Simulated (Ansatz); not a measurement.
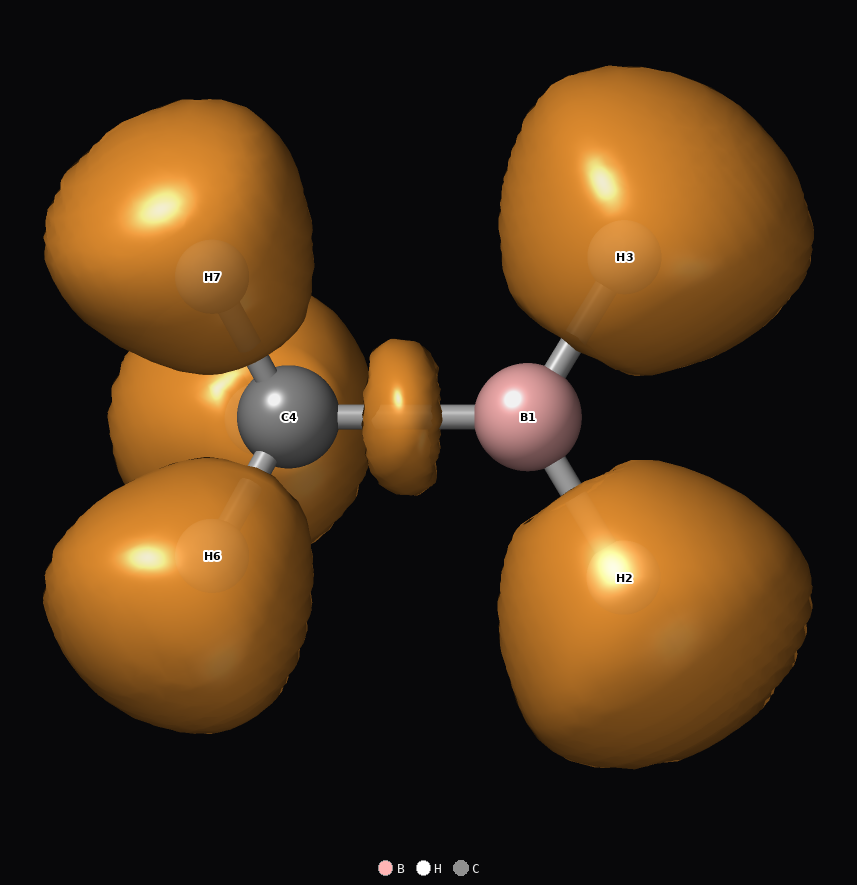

The picture shows: CH5B. Isosurface of the electron localisation function at 0.85 (orange), seen across its widest extent. Core shells and regions of very low density are left out.

All numbers below come from RKS PBE0/def2-SVP (Ansatz).

```xyz
7

B     0.1547    0.0207    0.0857
H     0.1786    0.2635    1.2720
H     1.1866   -0.3279   -0.4443
C    -1.1791    0.0641   -0.7094
H    -1.5834   -0.9620   -0.5628
H    -1.9427    0.7452   -0.3056
H    -1.0768    0.1963   -1.7962
```

Q: Identify the bonds, lone pairs and shells in this picture.

A: At this value the surface marks out one region between bonded B–C atoms (shared pairs) and five regions around hydrogen nuclei. Along the contacts the grid gives the following. C–B (1.55 Å): the ELF peaks at about 0.95 between the atoms (localised, covalent bonding). C–H (1.10 Å): the ELF climbs to about 1 towards the hydrogen, as it does in any bond to H; a covalent bond by its length.
